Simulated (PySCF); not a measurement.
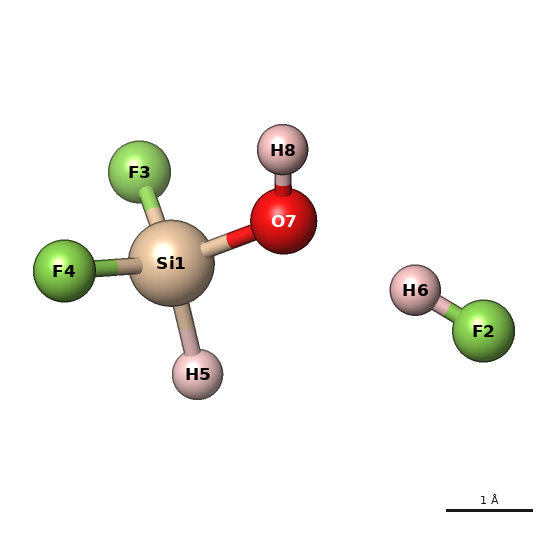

Computed geometry: PBE0-D4/def2-TZVP optimisation. No frequency run is at hand to confirm it as a minimum.

Which hydrogen bonds does the structure hold? Count O, N, F, S and Cl donors.

```csv
D–H···A,D–H (Å),H···A (Å),angle (°),kind
F2–H6···O7,0.93,1.74,175,intermolecular
```
